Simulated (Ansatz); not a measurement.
Single-point calculation of CH$_{4}$GeO$_{2}$S

System: CH$_{4}$GeO$_{2}$S, multiplicity 7, SMILES [OH][Ge]1([SH])[CH2][O]1.
Method: UKS RPBE-d3bjatm/def2-SVPD (Ansatz 0.2.0).

Some settings of this run were made unusual or wrong on purpose. The geometry comes from this level: PBE0-D4/def2-TZVP.

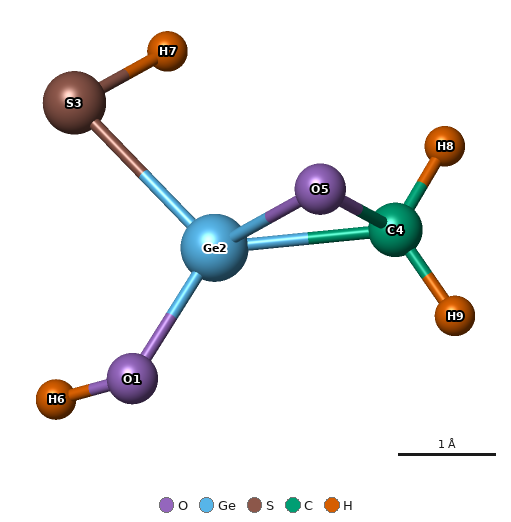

*The structure (ball-and-stick view, seen at a tilt; atoms are numbered from 1 in the order of the input). Sticks mark near contacts.*

Bond lengths as drawn: C–Ge 1.88 Å, C–H 1.09 to 1.12 Å, C–O 1.52 Å, Ge–O 1.67 to 1.82 Å, Ge–S 2.24 Å, H–O 0.96 Å and H–S 1.34 Å.

### Input file
```yaml
crystal:
  periodic: [false, false, false]
  atoms:
    - {symbol: O, position_ang: [-0.899244, 1.019834, 1.549873]}
    - {symbol: Ge, position_ang: [-0.035036, 0.137983, 0.431105]}
    - {symbol: S, position_ang: [1.924378, -0.455268, 1.350662]}
    - {symbol: C, position_ang: [-0.593760, -0.219250, -1.330024]}
    - {symbol: O, position_ang: [-1.018558, -1.218588, -0.269078]}
    - {symbol: H, position_ang: [-0.396424, 1.555468, 2.167270]}
    - {symbol: H, position_ang: [2.495574, -0.512054, 0.138768]}
    - {symbol: H, position_ang: [0.110536, -0.668388, -2.073038]}
    - {symbol: H, position_ang: [-1.410538, 0.364822, -1.756036]}
basis:
  gaussian: {orbitals: def2-SVPD}
magnetization: {spin_polarized: true, initial_magnetization: 6}
hamiltonian: {xc: {name: RPBE}, dispersion: d3bjatm}
```

Machine: 4 threads of Arm Neoverse V1, 23 GiB of memory available, shared host.

Run as:
```bash
ansatz run in.yaml --threads 4 --pin off --events-out ev --progress --plain --max-ram 10444MiB
```

### The program's output
```
Functional definition: RPBE
  name "RPBE"
  cite "Hammer, Hansen & Nørskov, Phys. Rev. B 59, 7413 (1999) doi:10.1103/PhysRevB.59.7413"
  cite "Perdew, Burke & Ernzerhof, Phys. Rev. Lett. 77, 3865 (1996) doi:10.1103/PhysRevLett.77.3865"
  parameter kappa = 0.804
  parameter beta = 0.06672455060314922
  exchange = rpbe_x(kappa = kappa, mu = beta*pi^2/3)
  correlation = pbe_c(beta = beta)
1474 factors; their error is unknown
mean field evaluation 1: about -72495.5862 eV, gradient 6.4e1 eV
mean field evaluation 2: about -72037.1051 eV, gradient 2.5e2 eV
mean field evaluation 4: about -72485.5278 eV, gradient 6.8e1 eV
mean field evaluation 8: about -72515.9974 eV, gradient 8.4e0 eV
mean field evaluation 16: about -72516.3799 eV, gradient 1.3e-1 eV
mean field evaluation 32: about -72515.2042 eV, gradient 1.2e1 eV
mean field evaluation 64: about -72516.3531 eV, gradient 1.9e0 eV
mean field evaluation 96: about -72515.5999 eV, gradient 2.5e0 eV
mean field -72516.38002267 eV, -2664.9278124653 hartree, gradient 1.7e-5 eV, S^2 12.008209; 8 other end points of the search recorded, 0 dependent functions left out
reference -72516.38007916 eV, -2664.9278145412 hartree; 40, 34 occupied and 123, 129 virtual orbitals, 1474 factors
Total energy: -72517.68767397 eV, -2664.9758677642 hartree
```

### Outcome

```json
{"quantity": "outcome", "value": "converged"}
{"quantity": "total energy", "value": "−72517.6877 eV"}
{"quantity": "mean-field energy", "value": "−72516.3801 eV"}
{"quantity": "dispersion energy", "value": "−1.3076 eV"}
{"quantity": "⟨S²⟩", "value": "12.008"}
{"quantity": "SCF solution under orbital rotations", "value": "stable"}
{"quantity": "wall time", "value": "14 s (CPU time 50 s)"}
{"quantity": "peak memory", "value": "0.39 GiB"}
```

### What went wrong

This input holds a deliberate fault: spin. The run converged all the same; its numbers are those of the faulty input and shouldn't be used.
